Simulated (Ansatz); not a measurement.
# Fields on a plane of CdF2 (fluorite)

```
CdF2
1.0
    0.00000     2.69422     2.69422
    2.69422     0.00000     2.69422
    2.69422     2.69422     0.00000
Cd F
1 2
Direct
  0.00000   0.00000   0.00000
  0.25000   0.25000   0.25000
  0.75000   0.75000   0.75000
```

The slice is a {111} plane (indices of the conventional cell) through the point (0.250, 0.250, 0.250) (fractional), spanned by u = [100] and v = [-1 2 0] in vectors of this cell: u (3.81 Å) and v (6.60 Å, at 90° to u). It covers one period; positions are fractions (u, v).

Atoms on it: F at (0.00, 0.00); F at (0.50, 0.50). Other atoms lie within 1 Å of the plane.

Calculation: r2SCAN (plane waves to 500 eV, PAW, scalar-relativistic; Ansatz, an electronic-structure program). k mesh 11×11×11. Inside the PAW spheres the values are not all-electron values, and peaks at nuclei hang on which shells count as valence. CdF2 was relaxed with its symmetry unable to fall.

```
|xxxxxxxx66441100114466xxxxxx|
|xxxxxxxx4400xxxxxx0044xxxxxx|
|xxxxxx6611xxxxxxxxxx1166xxxx|
|9999885500xxxxxxxxxx00558899|
|9999885511xxxxxxxxxx11558899|
|999988663300xxxxxx0033668899|
|9999997766331100113366779999|
|9999998888776655667788889999|
|9999999999xxxxxxxxxx99999999|
|99999999xxxxxxxxxxxxxx999999|
|77888899xxxxxxxxxxxxxx998888|
|55557788xxxxxxxxxxxxxx887755|
|00114466xxxxxxxxxxxxxx664411|
|xxxx0044xxxxxxxxxxxxxx4400xx|
|xxxxxx1166xxxxxxxxxx6611xxxx|
|xxxxxx005588999999885500xxxx|
|xxxxxx115588999999885511xxxx|
|xxxx0033668899999988663300xx|
|0011336677999999999977663311|
|5566778888999999999988887766|
|xxxxxx999999999999999999xxxx|
|xxxxxxxx99999999999999xxxxxx|
|xxxxxxxx99888877888899xxxxxx|
|xxxxxxxx88775555557788xxxxxx|
```
Scale: ten equal steps from -2.00 (start of '0') to 6.94 (end of '9'), in the order '0123456789'. Values: electrostatic potential energy of an electron, from the cell's mean, in eV. The map has 14 points along u (two characters each, u = 0 at the left) and 24 along v (v = 0 in the bottom row). Points within 1 Å of a nucleus are blanked (x), as the pseudised field means little there. Values under -2 eV are set to -2. The zero, the cell's mean, hangs on the PAW cores.

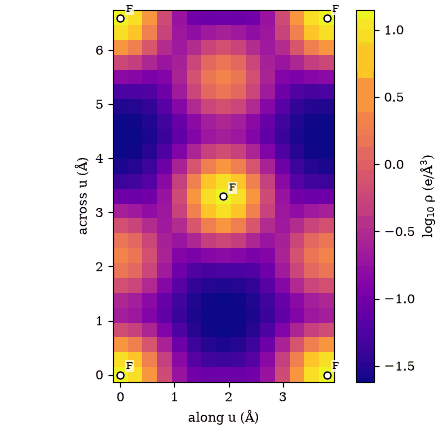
*Log₁₀ of the valence density in e/Å³, one period of the plane, atoms marked. The scale is logarithmic, as a density can span decades between atoms and voids.*
